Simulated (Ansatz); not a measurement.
## A computed series for C: pressure series

Take C in the diamond structure (space group Fd-3m, No. 227; a = 3.560 Å) as the base.

Cell and atoms are relaxed at each pressure.

Level of theory: r2SCAN (Ansatz, a program for electronic structure), scalar-relativistic without spin-orbit coupling.

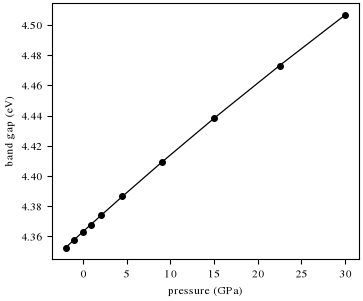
Fig. 1. Band gap against pressure

### Question
From the plot, what is the band gap for pressure 2.1 GPa?

### Answer
About 4.37 eV.

### Question
Is the trend monotonic over the range shown?

### Answer
Yes, it rises throughout, spanning 4.35 eV to 4.51 eV.

Load acts through the strain it causes; cell and atoms are relaxed under it. No phonon test of stability was made. No other phases were tried under pressure.
